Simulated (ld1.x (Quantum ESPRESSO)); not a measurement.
# Ni: pseudopotential generation

System: nickel (Ni, Z = 28), core [Ne], reference valence 3s2 3p6 3d9 4s1 4p0, valence charge 18.
Method: ultrasoft potential, PBE, scalar-relativistic, made with ld1.x (Quantum ESPRESSO) 7.5.

**Input**
```
 &input
   title='Ni', zed=28., rel=1, dft='PBE', iswitch=3,
   config='[Ar] 3d9 4s1 4p0',
   nld=3, rlderiv=1.80, eminld=-10.0, emaxld=5.0, deld=0.04
 /
 &inputp
   pseudotype=3, tm=.true., lloc=-2, rcloc=1.45,
   nlcc=.true., new_core_ps=.true.,
   file_pseudopw='Ni.UPF', file_wfcaegen='ae.wfc', file_wfcncgen='nc.wfc', file_beta='beta', file_chi='chi', file_wfcusgen='us.wfc'
 /
6
3S  1  0   2.00   0.00  1.05  1.20  0.0
4S  2  0   1.00   0.00  1.05  1.20  0.0
3P  2  1   6.00   0.00  1.25  1.65  0.0
4P  3  1   0.00   0.00  1.25  1.65  0.0
3D  3  2   9.00   0.00  1.10  1.20  0.0
3D  3  2   0.00   4.90  1.10  1.20  0.0
 &test
   configts(1)='3s2 3p6 3d9 4s1 4p0'
 /
```

Hardware: 1 CPU thread, shared host.

Launched with:
```bash
ld1.x < Ni.in > Ni.out
```

**Output**
```
     Program LD1 v.7.5
     --------------------------- All-electron run ----------------------------

     Ni
     scalar relativistic calculation

     atomic number is 28.00
     dft =PBE   lsd =0 sic =0 latt =0  beta=0.20 tr2=1.0E-14
     Exchange-correlation= PBE
                           (   1   4   3   4   0   0   0)
     mesh =1195 r(mesh) =  98.77016 a.u. xmin = -7.00 dx = 0.01250
     1 Ry =  13.60569312 eV, c = 137.03599908

     n l     nl                  e(Ry)          e(Ha)          e(eV)
     1 0     1S 1( 2.00)      -603.2211      -301.6105     -8207.2406
     2 0     2S 1( 2.00)       -71.7555       -35.8778      -976.2834
     2 1     2P 1( 6.00)       -61.6794       -30.8397      -839.1916
     3 0     3S 1( 2.00)        -7.7914        -3.8957      -106.0080
     3 1     3P 1( 6.00)        -4.8854        -2.4427       -66.4695
     3 2     3D 1( 9.00)        -0.3414        -0.1707        -4.6443
     4 0     4S 1( 1.00)        -0.3302        -0.1651        -4.4922
     4 1     4P 1( 0.00)        -0.0553        -0.0276        -0.7523

     final scf error:  4.9E-15 reached in  30 iterations

     Etot =   -3041.194656 Ry,   -1520.597328 Ha,  -41377.561212 eV

     Ekin =    3083.380159 Ry,    1541.690080 Ha,   41951.524230 eV
     Encl =   -7308.443617 Ry,   -3654.221809 Ha,  -99436.441061 eV
     Eh   =    1310.778648 Ry,     655.389324 Ha,   17834.052030 eV
     Exc  =    -126.909845 Ry,     -63.454923 Ha,   -1726.696411 eV

     normalization and overlap integrals

     s(1S/1S) =  1.000000  <r> =   0.0541  <r2> =    0.0039  r(max) =   0.0353
     s(2S/2S) =  1.000000  <r> =   0.2449  <r2> =    0.0708  r(max) =   0.2055
     s(2P/2P) =  1.000000  <r> =   0.2153  <r2> =    0.0569  r(max) =   0.1641
     s(3S/3S) =  1.000000  <r> =   0.7430  <r2> =    0.6384  r(max) =   0.6410
     s(3P/3P) =  1.000000  <r> =   0.7841  <r2> =    0.7278  r(max) =   0.6491
     s(3D/3D) =  1.000000  <r> =   1.1115  <r2> =    1.7744  r(max) =   0.6410
     s(4S/4S) =  1.000000  <r> =   3.0183  <r2> =   10.7675  r(max) =   2.3521
     s(4P/4P) =  1.000000  <r> =   5.1647  <r2> =   33.0168  r(max) =   3.6888

     ------------------------ End of All-electron run ------------------------

     --------------------- Generating US pseudopotential ---------------------

      Generating local potential from pseudized AE potential:
      Matching radius rcloc =   1.4500
      Enforcing V''(0)=0 (lloc=-2)

      Local pseudo, rcloc= 1.445 Estimated cut-off energy=    15.46 Ry

      Computing core charge for nlcc:

       r > 0.35 : true rho core
      Core charge pseudized with two Bessel functions
      Integrated core pseudo-charge :   7.37

      Wfc   3S  rcut= 1.044  Using Troullier-Martins method
      Wfc-us  3S rcutus= 1.213  Estimated cut-off energy=    36.62 Ry

      Wfc   4S  rcut= 1.044  Using Troullier-Martins method
      Wfc-us  4S rcutus= 1.213  Estimated cut-off energy=    74.28 Ry

      Wfc   3P  rcut= 1.243  Using Troullier-Martins method
      Wfc-us  3P rcutus= 1.637  Estimated cut-off energy=    32.51 Ry

      Wfc   4P  rcut= 1.243  Using Troullier-Martins method
      Wfc-us  4P rcutus= 1.637  Estimated cut-off energy=    61.61 Ry

      Wfc   3D  rcut= 1.097  Using Troullier-Martins method
      Wfc-us  3D rcutus= 1.213  Estimated cut-off energy=    78.09 Ry

      Wfc   3D  rcut= 1.097  Using Troullier-Martins method
      Wfc-us  3D rcutus= 1.213  Estimated cut-off energy=   143.15 Ry

     ------------------- End of pseudopotential generation -------------------

     --------------------------- All-electron run ----------------------------

     Ni
     scalar relativistic calculation

     atomic number is 28.00
     dft =PBE   lsd =0 sic =0 latt =0  beta=0.20 tr2=1.0E-14
     Exchange-correlation= PBE
                           (   1   4   3   4   0   0   0)
     mesh =1195 r(mesh) =  98.77016 a.u. xmin = -7.00 dx = 0.01250
     1 Ry =  13.60569312 eV, c = 137.03599908

     n l     nl                  e(Ry)          e(Ha)          e(eV)
     1 0     1S 1( 2.00)      -603.2211      -301.6105     -8207.2406
     2 0     2S 1( 2.00)       -71.7555       -35.8778      -976.2834
     2 1     2P 1( 6.00)       -61.6794       -30.8397      -839.1916
     3 0     3S 1( 2.00)        -7.7914        -3.8957      -106.0080
     3 1     3P 1( 6.00)        -4.8854        -2.4427       -66.4695
     3 2     3D 1( 9.00)        -0.3414        -0.1707        -4.6443
     4 0     4S 1( 1.00)        -0.3302        -0.1651        -4.4922
     4 1     4P 1( 0.00)        -0.0553        -0.0276        -0.7523

     final scf error:  4.9E-15 reached in  30 iterations

     Etot =   -3041.194656 Ry,   -1520.597328 Ha,  -41377.561212 eV

     Ekin =    3083.380159 Ry,    1541.690080 Ha,   41951.524230 eV
     Encl =   -7308.443617 Ry,   -3654.221809 Ha,  -99436.441061 eV
     Eh   =    1310.778648 Ry,     655.389324 Ha,   17834.052030 eV
     Exc  =    -126.909845 Ry,     -63.454923 Ha,   -1726.696411 eV

     normalization and overlap integrals

     s(1S/1S) =  1.000000  <r> =   0.0541  <r2> =    0.0039  r(max) =   0.0353
     s(2S/2S) =  1.000000  <r> =   0.2449  <r2> =    0.0708  r(max) =   0.2055
     s(2P/2P) =  1.000000  <r> =   0.2153  <r2> =    0.0569  r(max) =   0.1641
     s(3S/3S) =  1.000000  <r> =   0.7430  <r2> =    0.6384  r(max) =   0.6410
     s(3P/3P) =  1.000000  <r> =   0.7841  <r2> =    0.7278  r(max) =   0.6491
     s(3D/3D) =  1.000000  <r> =   1.1115  <r2> =    1.7744  r(max) =   0.6410
     s(4S/4S) =  1.000000  <r> =   3.0183  <r2> =   10.7675  r(max) =   2.3521
     s(4P/4P) =  1.000000  <r> =   5.1647  <r2> =   33.0168  r(max) =   3.6888

     ------------------------ End of All-electron run ------------------------

     Computing logarithmic derivative in   1.79780

       Warning: n=1, l=0 expected 0 nodes, found 1
       Setting wfc to zero for this iteration
       (This warning will only be printed once per wavefunction)

       Warning: n=2, l=1 expected 0 nodes, found 1
       Setting wfc to zero for this iteration
       (This warning will only be printed once per wavefunction)

       Zero norm: self consistency problem; state:  2 (l=  1, j=0.0)
       Zero norm: self consistency problem; state:  2 (l=  1, j=0.0)
       Zero norm: self consistency problem; state:  2 (l=  1, j=0.0)
       Zero norm: self consistency problem; state:  2 (l=  1, j=0.0)
       Zero norm: self consistency problem; state:  2 (l=  1, j=0.0)
       Zero norm: self consistency problem; state:  2 (l=  1, j=0.0)
       Zero norm: self consistency problem; state:  2 (l=  1, j=0.0)
       Zero norm: self consistency problem; state:  2 (l=  1, j=0.0)
       Zero norm: self consistency problem; state:  2 (l=  1, j=0.0)
       Zero norm: self consistency problem; state:  2 (l=  1, j=0.0)
       Zero norm: self consistency problem; state:  2 (l=  1, j=0.0)

       Warning: n=3, l=2 expected 0 nodes, found 1
       Setting wfc to zero for this iteration
       (This warning will only be printed once per wavefunction)

       Zero norm: self consistency problem; state:  2 (l=  1, j=0.0)
       Zero norm: self consistency problem; state:  3 (l=  2, j=0.0)
       Zero norm: self consistency problem; state:  2 (l=  1, j=0.0)
       Zero norm: self consistency problem; state:  3 (l=  2, j=0.0)
       Zero norm: self consistency problem; state:  2 (l=  1, j=0.0)
       Zero norm: self consistency problem; state:  3 (l=  2, j=0.0)
       Zero norm: self consistency problem; state:  2 (l=  1, j=0.0)
       Zero norm: self consistency problem; state:  2 (l=  1, j=0.0)
       Zero norm: self consistency problem; state:  2 (l=  1, j=0.0)
       Zero norm: self consistency problem; state:  3 (l=  2, j=0.0)
       Zero norm: self consistency problem; state:  2 (l=  1, j=0.0)
       Zero norm: self consistency problem; state:  2 (l=  1, j=0.0)
       Zero norm: self consistency problem; state:  3 (l=  2, j=0.0)
       Zero norm: self consistency problem; state:  2 (l=  1, j=0.0)
       Zero norm: self consistency problem; state:  2 (l=  1, j=0.0)
       Zero norm: self consistency problem; state:  2 (l=  1, j=0.0)
       Zero norm: self consistency problem; state:  2 (l=  1, j=0.0)
       Zero norm: self consistency problem; state:  2 (l=  1, j=0.0)
       Zero norm: self consistency problem; state:  2 (l=  1, j=0.0)
       Zero norm: self consistency problem; state:  2 (l=  1, j=0.0)
       Zero norm: self consistency problem; state:  2 (l=  1, j=0.0)
       Zero norm: self consistency problem; state:  2 (l=  1, j=0.0)
       Zero norm: self consistency problem; state:  3 (l=  2, j=0.0)
       Zero norm: self consistency problem; state:  2 (l=  1, j=0.0)
       Zero norm: self consistency problem; state:  2 (l=  1, j=0.0)
       Zero norm: self consistency problem; state:  2 (l=  1, j=0.0)
       Zero norm: self consistency problem; state:  2 (l=  1, j=0.0)
       Zero norm: self consistency problem; state:  3 (l=  2, j=0.0)

       Warning: n=2, l=0 expected 1 nodes, found 0
       Setting wfc to zero for this iteration
       (This warning will only be printed once per wavefunction)

       Zero norm: self consistency problem; state:  4 (l=  0, j=0.0)
       Zero norm: self consistency problem; state:  2 (l=  1, j=0.0)
       Zero norm: self consistency problem; state:  1 (l=  0, j=0.0)
       Zero norm: self consistency problem; state:  2 (l=  1, j=0.0)
       Zero norm: self consistency problem; state:  3 (l=  2, j=0.0)
       Zero norm: self consistency problem; state:  4 (l=  0, j=0.0)
       Zero norm: self consistency problem; state:  3 (l=  2, j=0.0)
       Zero norm: self consistency problem; state:  2 (l=  1, j=0.0)
       Zero norm: self consistency problem; state:  4 (l=  0, j=0.0)

 %%%%%%%%%%%%%%%%%%%%%%%%%%%%%%%%%%%%%%%%%%%%%%%%%%%%%%%%%%%%%%%%%%%%%%%%%%%%%%
     Error in routine chargeps (1):
     negative rho
 %%%%%%%%%%%%%%%%%%%%%%%%%%%%%%%%%%%%%%%%%%%%%%%%%%%%%%%%%%%%%%%%%%%%%%%%%%%%%%

     stopping ...
```

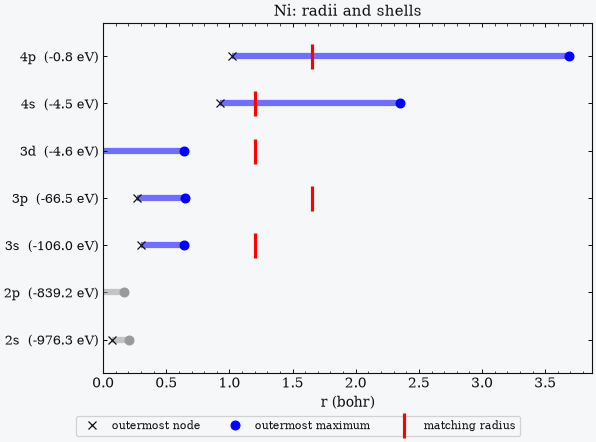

*Outer shells of the all-electron reference atom: each bar runs from the outermost node (or the nucleus) to the outermost maximum of u(r); the tick is the radius chosen for the pseudo-wave. Shells without a tick have no pseudo-wave of their own. Levels, nodes and maxima are from ld1.x, scalar-relativistic.*

- Radii against the shells: 3s: 1.20 bohr, outside the maximum; 3p: 1.65 bohr, outside the maximum; 3d: 1.20 bohr, outside the maximum; 4s: 1.20 bohr, between node and maximum; 4p: 1.65 bohr, between node and maximum.

**What the run reported**

- outcome: ended with an error
- wall time: 1.3 s

**What went wrong**

The generator stopped with the message “chargeps: negative rho”. In words: the spherical valence density built from the smooth waves and the augmentation charge turned negative at some radius.
